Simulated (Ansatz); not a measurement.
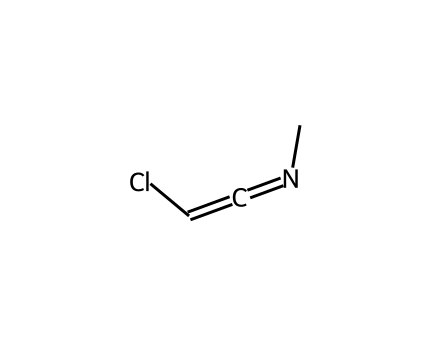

2D structure.

Give its SMILES.

Answer. CN=C=CCl

Give the formula, hydrogens included.

Answer. C3H4ClN.

An optimisation with PBE0-D4/def2-TZVP gave a structure of which point group?

Answer. C1.

The parts below concern this one geometry. Atoms keep their numbers from picture to picture. Computed geometry: PBE0-D4/def2-TZVP optimisation.

Geometry

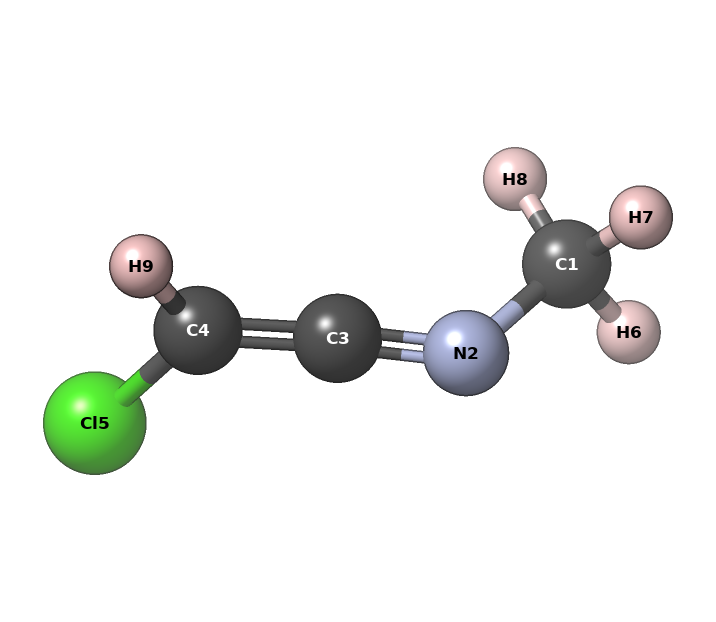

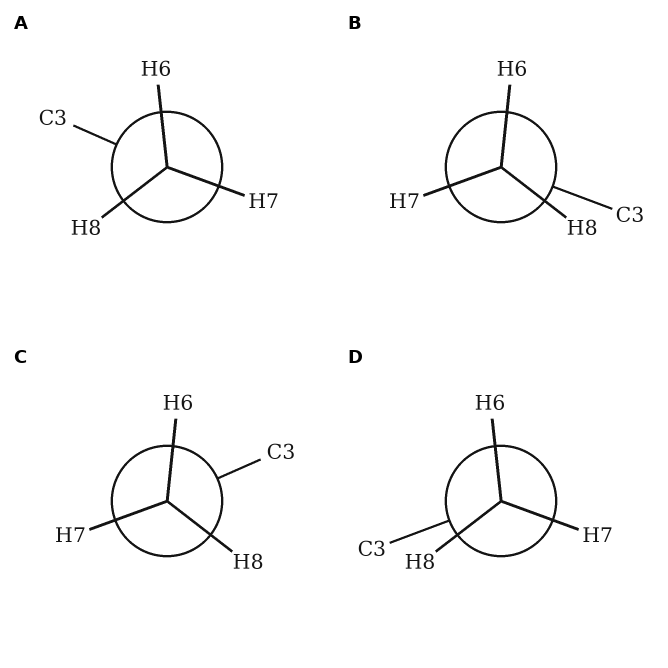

Distant atoms are faded towards the background colour. Bonds that would overlap in a projection are set slightly apart.

Which Newman projection shows the view along C1–N2, with C1 in front?

Answer. D. The torsion angle H6–C1–N2–C3 is −120°, anticlinal.

Levels of theory compared

Program: Ansatz 0.2.0.

Tabulate dipole (D) at these levels: B3LYP-D4/def2-TZVPP; PBE-D4/def2-TZVPP; PBE0-D4/def2-TZVP; r2SCAN-D4/def2-TZVPP; ωB97M-V/def2-TZVPP.

```
               level  dipole (D)
 B3LYP-D4/def2-TZVPP        2.29
   PBE-D4/def2-TZVPP        2.26
   PBE0-D4/def2-TZVP        2.33
r2SCAN-D4/def2-TZVPP        2.35
  ωB97M-V/def2-TZVPP        2.32
```

Vibrations

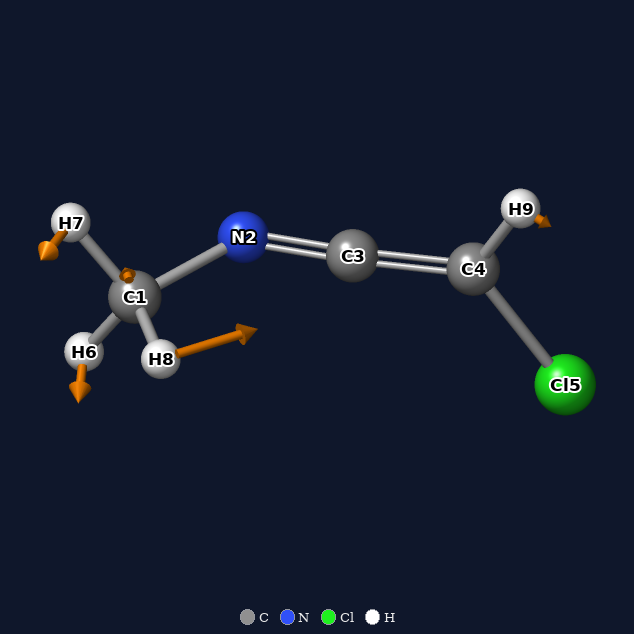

The arrows show one normal mode. Harmonic vibrations computed with RKS PBE0-D4/def2-TZVP (Ansatz 0.2.0) at a stationary point of the same level.

Describe the motion.

Answer. Mostly H–C–N bending.

At what wavenumber does it lie?

Answer. 1138 cm⁻¹; it is mode 11 of 21 counted from the lowest.

Charges

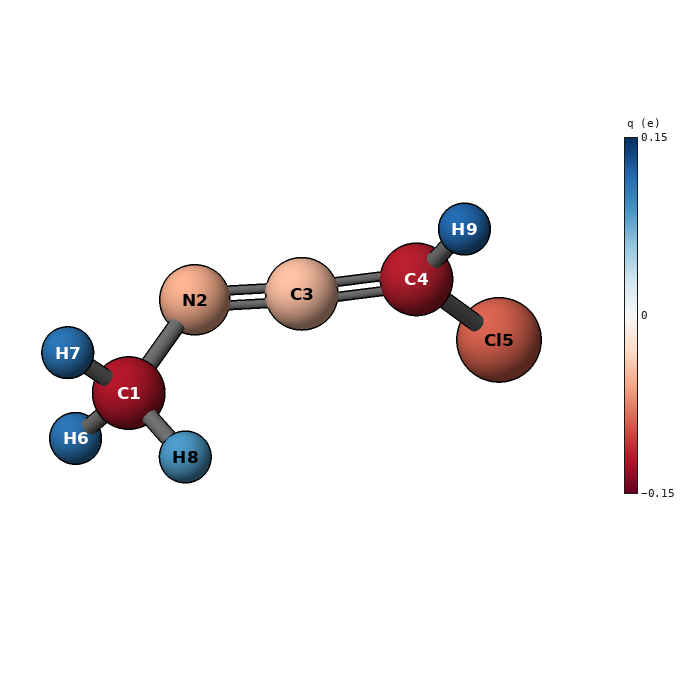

Atoms are coloured by their Mulliken charges. Method: RKS PBE-D4/def2-TZVPP (Ansatz 0.2.0).

List the Mulliken charges.

```json
{"atom": "C1", "value (e)": "−0.12"}
{"atom": "N2", "value (e)": "−0.05"}
{"atom": "C3", "value (e)": "−0.05"}
{"atom": "C4", "value (e)": "−0.12"}
{"atom": "Cl5", "value (e)": "−0.09"}
{"atom": "H6", "value (e)": "0.11"}
{"atom": "H7", "value (e)": "0.11"}
{"atom": "H8", "value (e)": "0.09"}
{"atom": "H9", "value (e)": "0.12"}
```

Mulliken values depend strongly on the basis set and can even reverse the polarity of a bond.
